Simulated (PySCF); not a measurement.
# FCI/STO-6G run of BH3O (BH2(OH))

What is the vertical ionisation energy of BH3O (BH2(OH)) at FCI/STO-6G? The job is set up through a Python script.

The calculation is run with PySCF 2.14.0.

11 further runs of the same task are left out: 11 set aside as unsound or not needed.

### 1 The structure to begin with

BH3O: 5 atoms, total charge 0, spin state singlet. As SMILES, `[H]B([H])O`. The coordinates come from a GFN2-xTB relaxation.

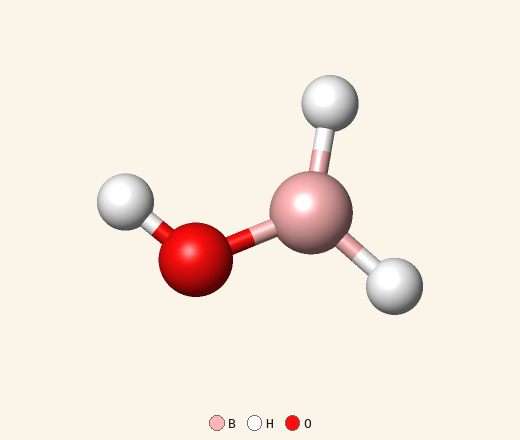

Viewed from a chosen angle; boron pink, hydrogen white, oxygen red.

### 2 The energy at FCI/STO-6G

The input, job.py:

```python
# BH2(OH)
from pyscf import gto, scf, mcscf

mol = gto.M(
    atom=[
    ('B', (0.270970, 0.302480, -0.108500)),
    ('H', (1.403550, 0.390040, -0.395610)),
    ('H', (-0.432910, 1.251360, -0.080700)),
    ('O', (-0.159420, -0.918700, 0.174490)),
    ('H', (-1.082200, -1.025180, 0.410320)),
],
    max_memory=1860,
    basis='sto-6g',
    spin=0,
    verbose=4,
)

myscf = scf.RHF(mol)
myscf.conv_tol = 1e-10
myscf.kernel()
if not myscf.converged:
    myscf = myscf.newton().run(myscf.mo_coeff, myscf.mo_occ)

cas = mcscf.CASCI(myscf, myscf.mo_coeff.shape[-1] - 2, (mol.nelec[0] - 2, mol.nelec[1] - 2))  # full CI above the frozen core
cas.fix_spin_(ss=0.0)
cas.kernel()
etot = cas.e_tot
print('E(%s) = %.9f' % ('FCI', etot))
```

Run with:

```
OMP_NUM_THREADS=1 python job.py
```

Output:

```text
PySCF version 2.14.0

[INPUT] num. atoms = 5
[INPUT] num. electrons = 16
[INPUT] charge = 0
[INPUT] spin (= nelec alpha-beta = 2S) = 0
[INPUT] symmetry False subgroup None
[INPUT] Mole.unit = angstrom
[INPUT] Symbol           X                Y                Z      unit          X                Y                Z       unit  Magmom
[INPUT]  1 B      0.270970000000   0.302480000000  -0.108500000000 AA    0.512059087973   0.571604358158  -0.205035284515 Bohr   0.0
[INPUT]  2 H      1.403550000000   0.390040000000  -0.395610000000 AA    2.652325102133   0.737068777625  -0.747594552139 Bohr   0.0
[INPUT]  3 H     -0.432910000000   1.251360000000  -0.080700000000 AA   -0.818081336585   2.364727683236  -0.152500898252 Bohr   0.0
[INPUT]  4 O     -0.159420000000  -0.918700000000   0.174490000000 AA   -0.301260138778  -1.736091390638   0.329738311475 Bohr   0.0
[INPUT]  5 H     -1.082200000000  -1.025180000000   0.410320000000 AA   -2.045061612004  -1.937309428382   0.775392423432 Bohr   0.0

nuclear repulsion = 30.8085109473902
number of shells = 9
number of NR pGTOs = 78
number of NR cGTOs = 13
basis = sto-6g
ecp = {}

******** <class 'pyscf.scf.hf.RHF'> ********
method = RHF
initial guess = minao
damping factor = 0
level_shift factor = 0
DIIS = <class 'pyscf.scf.diis.CDIIS'>
diis_start_cycle = 1
diis_space = 8
diis_damp = 0
SCF conv_tol = 1e-10
SCF conv_tol_grad = None
SCF max_cycles = 50
direct_scf = True
direct_scf_tol = 1e-13
Set gradient conv threshold to 1e-05
Initial guess from minao.
init E= -101.037672502086
  HOMO = -0.308517323176066  LUMO = 0.18317317530647  gap/eV = 13.37958
cycle= 1 E= -100.897666014852  delta_E= 0.14  |g|= 0.391  |ddm|= 2.37
  HOMO = -0.335393621943364  LUMO = 0.302685172103853  gap/eV = 17.36301
cycle= 2 E= -100.947870353797  delta_E= -0.0502  |g|= 0.139  |ddm|= 0.632
  HOMO = -0.393559752456777  LUMO = 0.307563447844128  gap/eV = 19.07853
cycle= 3 E= -100.953531766859  delta_E= -0.00566  |g|= 0.0224  |ddm|= 0.174
  HOMO = -0.396298237017413  LUMO = 0.306268666158986  gap/eV = 19.11782
cycle= 4 E= -100.953775722273  delta_E= -0.000244  |g|= 0.00105  |ddm|= 0.0465
  HOMO = -0.396064724199666  LUMO = 0.306482585225635  gap/eV = 19.11729
cycle= 5 E= -100.953776237141  delta_E= -5.15e-07  |g|= 0.000208  |ddm|= 0.00198
  HOMO = -0.396124824604484  LUMO = 0.306416482281793  gap/eV = 19.11712
cycle= 6 E= -100.953776259977  delta_E= -2.28e-08  |g|= 3.72e-05  |ddm|= 0.000446
  HOMO = -0.396125136998582  LUMO = 0.306419621750481  gap/eV = 19.11722
cycle= 7 E= -100.95377626093  delta_E= -9.53e-10  |g|= 8.76e-06  |ddm|= 9.52e-05
  HOMO = -0.39612594993827  LUMO = 0.306418707507533  gap/eV = 19.11721
cycle= 8 E= -100.953776260987  delta_E= -5.65e-11  |g|= 1.61e-06  |ddm|= 2.26e-05
  HOMO = -0.396126120280206  LUMO = 0.306418904171173  gap/eV = 19.11722
Extra cycle  E= -100.953776260989  delta_E= -1.71e-12  |g|= 7.08e-07  |ddm|= 2.69e-06
converged SCF energy = -100.953776260989

******** <class 'pyscf.mcscf.casci.CASCI'> ********
CAS (6e+6e, 11o), ncore = 2, nvir = 0
natorb = False
canonicalization = True
sorting_mo_energy = False
******** <class 'pyscf.fci.addons.SpinPenaltyFCISolver'> ********
max. cycles = 200
conv_tol = 1e-08
davidson only = True
linear dependence = 1e-12
level shift = 0.001
max iter space = 12
nroots = 1
pspace_size = 400
spin = None
Density matrix diagonal elements [1.99102656 1.97717748 1.98172563 1.98068979 1.95648238 1.97981693
 0.04575031 0.02489085 0.02247763 0.0205958  0.01936665]
CASCI converged
CASCI E = -101.062327491590  E(CI) = -37.6259748796017  S^2 = 0.0000000
E(FCI) = -101.062327492
```

Wall time 3.6 s (1 thread of Arm Neoverse V2, shared host); peak memory 0.16 GiB.

### 3 The doublet cation, same level

The input, calc.py:

```python
from pyscf import gto, scf, mcscf

mol = gto.Mole()
mol.atom = '''
B        0.270970       0.302480      -0.108500
H        1.403550       0.390040      -0.395610
H       -0.432910       1.251360      -0.080700
O       -0.159420      -0.918700       0.174490
H       -1.082200      -1.025180       0.410320
'''
mol.max_memory = 1860
mol.basis = 'sto-6g'
mol.charge = 1
mol.spin = 1
mol.verbose = 4
mol.build()

mf = scf.ROHF(mol)
mf.conv_tol = 1e-10
mf.kernel()
if not mf.converged:
    mf = mf.newton().run(mf.mo_coeff, mf.mo_occ)

cas = mcscf.CASCI(mf, mf.mo_coeff.shape[-1] - 2, (mol.nelec[0] - 2, mol.nelec[1] - 2))  # full CI above the frozen core
cas.fix_spin_(ss=0.75)
cas.kernel()
e_final = cas.e_tot
print('E(%s) = %.9f' % ('FCI', e_final))
```

Run with:

```
OMP_NUM_THREADS=1 python calc.py
```

Output:

```text
PySCF version 2.14.0

[... 83 lines left out ...]
converged SCF energy = -100.597249339004
[... 1 line left out ...]
******** <class 'pyscf.mcscf.casci.CASCI'> ********
CAS (6e+5e, 11o), ncore = 2, nvir = 0
natorb = False
canonicalization = True
sorting_mo_energy = False
******** <class 'pyscf.fci.addons.SpinPenaltyFCISolver'> ********
max. cycles = 200
conv_tol = 1e-08
davidson only = True
linear dependence = 1e-12
level shift = 0.001
max iter space = 12
nroots = 1
pspace_size = 400
spin = None
Density matrix diagonal elements [1.99055916 1.97570016 1.92494248 1.94264538 1.8398785  1.16051396
 0.07841928 0.01885288 0.02897717 0.02120961 0.01830142]
CASCI converged
CASCI E = -100.709068227668  E(CI) = -37.2718627455242  S^2 = 0.7500000
E(FCI) = -100.709068228
```

Run time: 4.8 s. Hardware: 1 thread of Arm Neoverse V2, shared host; peak memory 0.16 GiB.

### 4 Outcome

At FCI/STO-6G, 2 core orbitals frozen:

| quantity | value |
| --- | --- |
| singlet BH3O: total energy | -101.06233 Eh |
| singlet BH3O: dipole moment (Hartree–Fock density) | 1.65 D |
| singlet BH3O: HOMO energy (Hartree–Fock orbitals) | -10.78 eV |
| singlet BH3O: LUMO energy (Hartree–Fock orbitals) | 8.34 eV |
| singlet BH3O: HOMO–LUMO gap (Hartree–Fock orbitals) | 19.12 eV |
| singlet BH3O: correlation energy (2 core orbitals frozen) | -108.6 mEh |
| doublet cation: total energy | -100.70907 Eh |
| doublet cation: correlation energy (2 core orbitals frozen) | -111.8 mEh |
| vertical ionisation energy (to the doublet cation) | 9.613 eV |

**Reading.** Removing an electron at fixed nuclei costs 9.61 eV (222 kcal/mol). In a minimal basis such a difference can be off by several eV, whatever the method.
